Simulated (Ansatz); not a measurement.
# HfO2 under a change: O → Cl

The parent structure is HfO2 (space group Pca2_1, No. 29; a = 5.228 Å, b = 5.017 Å, c = 5.042 Å).

Perturbation: every O is replaced by Cl, then cell and atoms are relaxed.

Calculations: DFT with PBEsol, PAW potentials and a 420 eV plane-wave cutoff in Ansatz (an electronic-structure program), no spin-orbit coupling. Settings: 6×5×7 k-points, 0.05 eV Fermi–Dirac smearing, for the changed cell.

The volume per atom increases by 9.93 Å³ (11.02 Å³ → 20.95 Å³) and the density decreases by 3.98 g/cm³ (10.57 g/cm³ → 6.59 g/cm³). The space group changes from Pca2_1 (No. 29) to Pbcn (No. 60) and the shortest interatomic distance rises by 0.4885 Å to 2.519 Å. The band gap goes from 4.36 eV to zero.

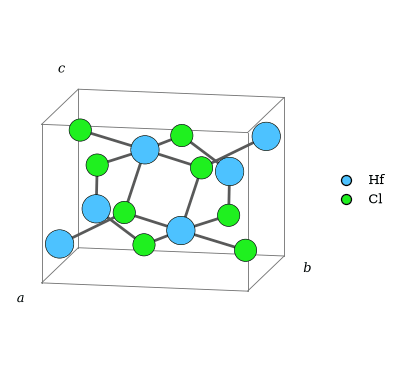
Fig. 1. The relaxed conventional cell after the change

With Hf present, leaving out spin-orbit coupling can change the band edges. No phonon test of stability was made. As relaxed here, HfCl2 is a hypothetical phase, not in the database extracts checked. The final runs are not spin-polarised. This is not the structure that HfO2 has at room temperature and ambient pressure. The zero or small gap of HfCl2 can change with the level of theory.
